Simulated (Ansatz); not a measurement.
# ClH4NSi···HCl···H2O: what the fields show

The calculation's input:

```
crystal:
  periodic: [false, false, false]
  atoms:
    - {symbol: Si, position_ang: [-1.453781, -0.389264, 0.099885]}
    - {symbol: Cl, position_ang: [1.574404, -1.955869, 0.575303]}
    - {symbol: H, position_ang: [-0.980426, -0.945633, -1.183672]}
    - {symbol: H, position_ang: [-1.754374, -1.453014, 1.079654]}
    - {symbol: Cl, position_ang: [-3.202030, 0.618660, -0.320386]}
    - {symbol: H, position_ang: [1.103134, 0.877460, -0.482360]}
    - {symbol: N, position_ang: [-0.351627, 0.813044, 0.708921]}
    - {symbol: H, position_ang: [1.887979, -0.884304, -0.167123]}
    - {symbol: O, position_ang: [1.942913, 0.562196, -0.889027]}
    - {symbol: H, position_ang: [-0.777065, 1.706038, 0.919841]}
    - {symbol: H, position_ang: [0.207189, 0.510997, 1.498262]}
    - {symbol: H, position_ang: [1.803484, 0.539691, -1.839300]}
basis:
  gaussian: {orbitals: def2-TZVPP}
hamiltonian: {xc: pbe0, dispersion: d4}
output: {orbitals: {seedname: orbitals}}
```

Command:

```sh
ansatz run in.yaml --threads 8 --pin off --events-out ev --progress --plain --max-ram 19148MiB
```

The product side of a reaction path; geometry: PBE0-D4/def2-TZVP.

Method: RKS PBE0-D4/def2-TZVPP (Ansatz).

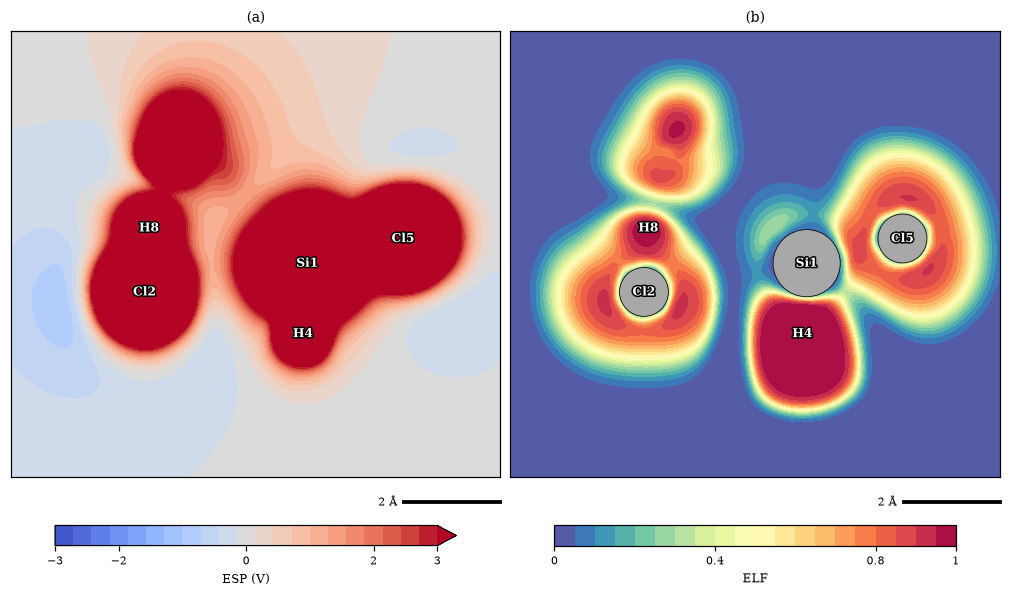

Figure 1. (a) electrostatic potential; (b) ELF on the plane of atoms H4, Si1 and Cl5. Grey discs cover the atomic cores in the ELF map.

Q: Interpret the plot.

A: Atoms in the plane: Si, Cl and H. Si–Cl (2.06 Å): the ELF peaks at about 0.90 between the atoms; a shared but strongly polarised pair. Cl–H (1.34 Å): the ELF climbs to about 1 towards the hydrogen, as it does in any bond to H; a covalent bond by its length. Si–H (1.48 Å): the ELF climbs to about 1 towards the hydrogen. The ELF also peaks beside Cl2, Cl5 and O9, away from the bonds: lone-pair regions. Outside the dense part of the complex the potential is most negative (−0.9 V) near Cl2.

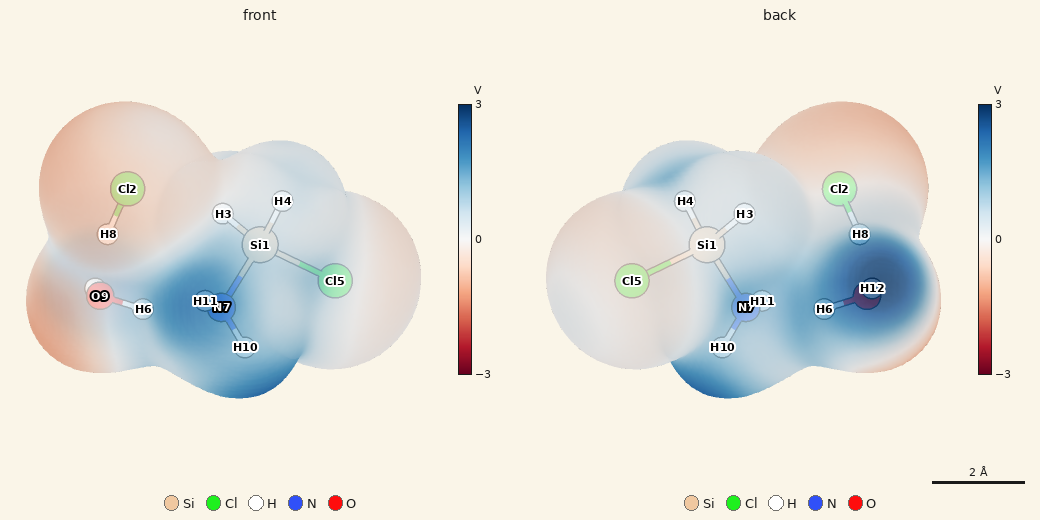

Figure 2. The molecular electrostatic potential painted on the density surface at 0.002 e/bohr³, seen from the front and from behind; red is negative and blue positive.

Q: Describe the electrostatic potential map.

A: The most negative region (about −1.1 V) lies over O9, the most positive (about +2.7 V) over H12. O9 is the likeliest acceptor of a hydrogen bond.

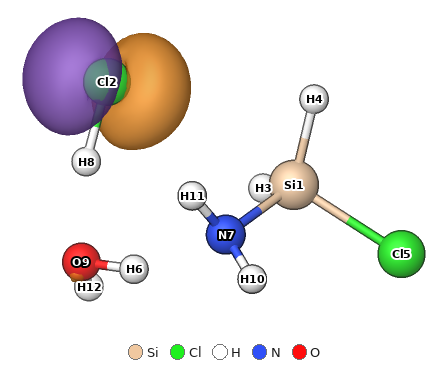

Figure 3. The HOMO−1 at ±0.2 Å⁻³ᐟ² (orange and purple are the two phases), seen at a tilt.

Q: What is the character of this orbital?

A: By Hirshfeld shares it lies mainly on Cl2 (about 85 %); largely a lone pair of Cl2. Its energy is −8.76 eV.
